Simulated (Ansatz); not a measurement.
## Profile along the Sr–Sr line in Sr (fcc, Cu type)

Sr (fcc, Cu type)

Space group Fm-3m (No. 225); a = b = c = 6.029 Å, α = β = γ = 90.00°

```
atom  site  symmetry       x       y       z
----  ----  --------  ------  ------  ------
Sr      4a      m-3m  0.0000  0.0000  0.0000
```
(The calculation used a cell of 1 atom; values per cell refer to that cell.)

Fields along a shortest Sr–Sr line of a {100} plane (4.26 Å), from Sr to Sr, interpolated on the slice's grid (step about 0.2 Å). These are PBE (plane waves to 420 eV, PAW, scalar-relativistic; Ansatz, a program for electronic structure) values and carry that method's errors. k mesh 13×13×13. These are valence fields of a PAW run, semicore shells included where kept as valence: close to a nucleus they are smooth pseudo fields. Sr was relaxed with its symmetry unable to fall. The PAW data are Ansatz's earlier set.

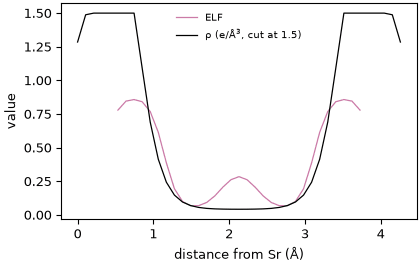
ELF (away from the nuclei) and valence density from Sr to Sr.

Density on the Sr–Sr line (4.26 Å) at its midpoint: 0.04 e/Å³. ELF at that point: 0.28.
